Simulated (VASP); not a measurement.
Band structure of LiH (relaxed from the rock salt structure, space group Fm-3m). Level of theory: r2SCAN meta-GGA, VASP's PBE PAW potentials (set 64) (plane waves; VASP).

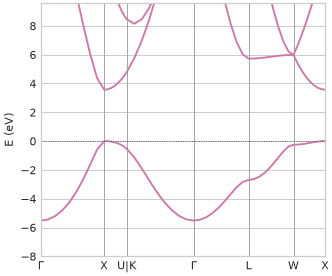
Figure: Bands along high-symmetry lines, zero at the valence-band maximum or, without a gap, the Fermi level

### Question
Read the plot: is there a gap, and where are the band edges?

### Answer
The gap is direct, 3.57 eV, from the valence maximum at X to the conduction minimum at X.

The structure was generated: LiH was put into the rock salt type (Fm-3m), which need not be its known phase. It was relaxed first, which changed the volume by +56 %.
